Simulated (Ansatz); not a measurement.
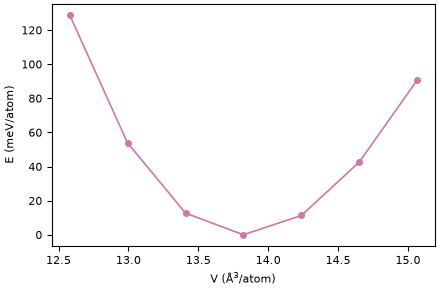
*Ru (dhcp (α-La type), P6_3/mmc) under volume change, PBE (plane waves, PAW; program Ansatz), shape and atoms relaxed at each volume.*

### Question
What does a third-order Birch–Murnaghan fit give for V₀, B₀ and B′?

### Answer
V₀ = 13.82 Å³/atom, B₀ = 307 GPa, B′ = 4.8.

The cell is a constructed one: a structure type filled with these elements. Its sites differ from those of the usual phase in this space group: another stacking or structure type. Symmetry was held in the PBE relaxation; of distortions, only those at the zone centre were tested. The run is not spin-polarised.

Potentials: the later of the program's two PAW sets.
